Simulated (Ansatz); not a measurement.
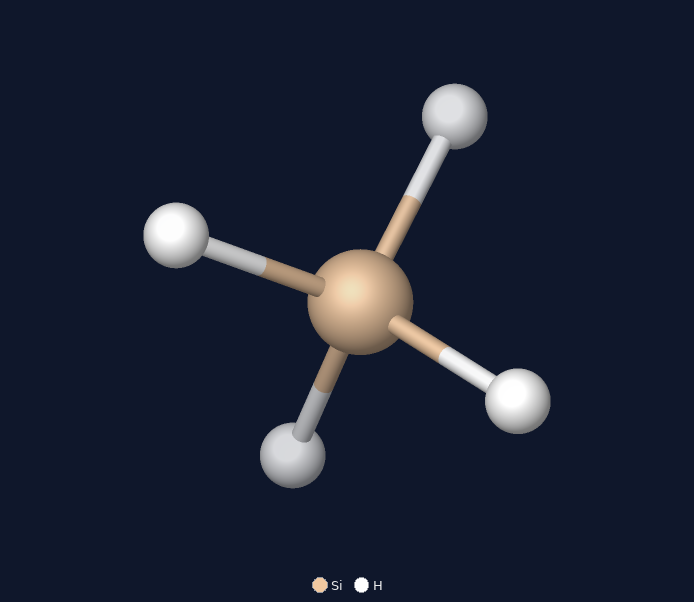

Rendered structure (ball-and-stick style).

Computed geometry: PBE0-D4/def2-TZVP optimisation.

Describe the molecule.

The molecule is SiH4. This geometry has Td symmetry. Coordination: 1 Si tetrahedral.

The parts below concern this one geometry. Atoms keep their numbers from picture to picture.

Shape

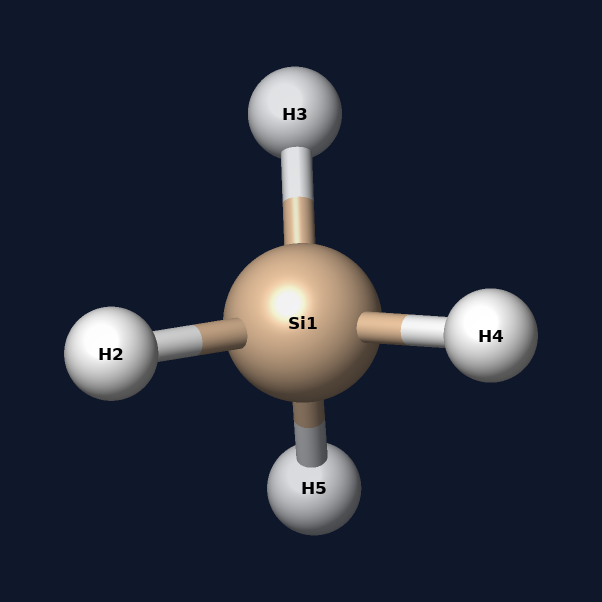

The atoms are numbered.

List the bonds and their lengths.

```json
{"bond": "Si1–H2", "length (Å)": "1.485"}
{"bond": "Si1–H3", "length (Å)": "1.485"}
{"bond": "Si1–H4", "length (Å)": "1.485"}
{"bond": "Si1–H5", "length (Å)": "1.485"}
```

Electronic properties

Level of theory: RKS PBE0-D4/def2-TZVPP (Ansatz 0.2.0).

Computed properties:

- HOMO energy (Kohn–Sham orbital): −9.86 eV
- LUMO energy (Kohn–Sham orbital): 1.06 eV
- HOMO–LUMO gap: 10.92 eV

Charges

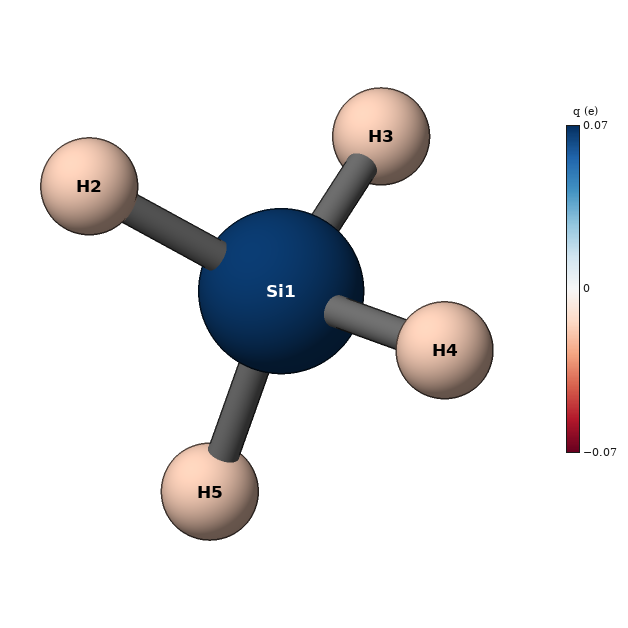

Atoms are coloured by their Mulliken charges. Level of theory: RKS PBE0-D4/def2-TZVP (Ansatz 0.2.0).

List the Mulliken charges.

```tsv
atom	value (e)
Si1	0.07
H2	−0.02
H3	−0.02
H4	−0.02
H5	−0.02
```

Vibrations

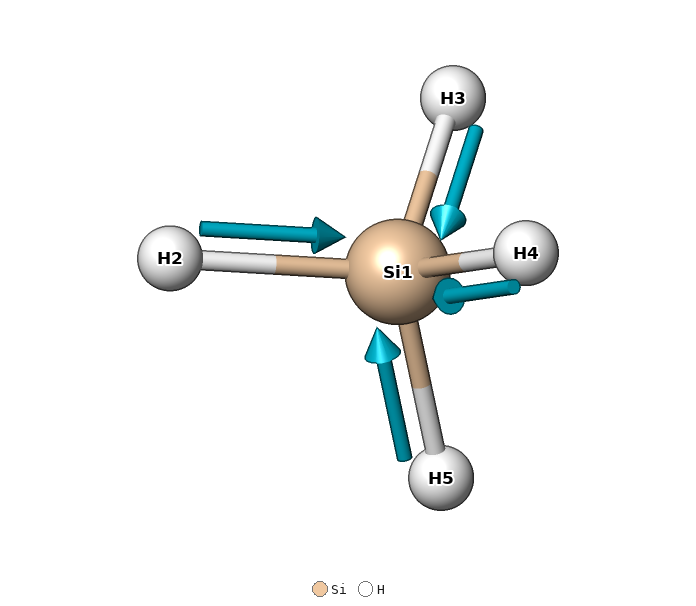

The arrows show one normal mode. Harmonic vibrations computed with RKS PBE0-D4/def2-TZVP (Ansatz 0.2.0) at a stationary point of the same level.

What kind of motion is it?

Answer. Mostly in-phase stretching of 4 Si–H bonds.

Estimate its harmonic wavenumber.

Answer. 2235 cm⁻¹; it is mode 6 of 9 counted from the lowest.

Mulliken values depend strongly on the basis set and can even reverse the polarity of a bond.
